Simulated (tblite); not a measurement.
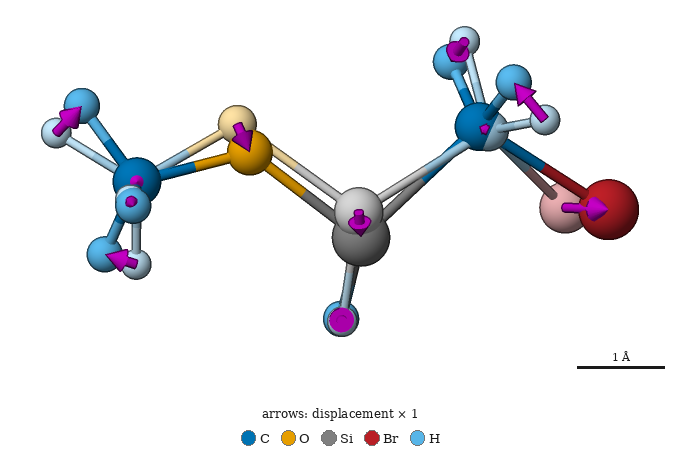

A relaxation of C₂H₆BrOSi (multiplicity 2). The starting structure is drawn faded, the final one solid; purple arrows show the displacements, at their true length. The two geometries are superimposed by the best rigid fit.

A ball-and-stick model, seen at a tilt.

Method: tblite, GFN2-xTB geometry optimisation, gas phase. 

**What did the optimiser do to the structure, and how much energy did it gain?**

The largest move after the best rigid fit is that of the Br atom, 0.80 Å. By element the largest moves are Br 0.80 Å, H 0.60 Å, O 0.37 Å, Si 0.37 Å, C 0.12 Å. Near-neighbour distances that change, for instance: O–Si 1.724 → 1.629 Å, C–H 1.132 → 1.087 Å, C–Si 1.858 → 1.903 Å, Br–C 1.907 → 1.948 Å. Among the angles between lasting bonds that change: C–O–Si 112.9° → 129.0°, Si–C–H 104.9° → 114.4°, O–Si–C 110.1° → 100.9°. Groups turn about C–Si by about 45°. The energy falls by 0.489 eV in 82 geometry steps. Cost: 0.46 s on 1 thread of Arm Neoverse V1 (shared host).
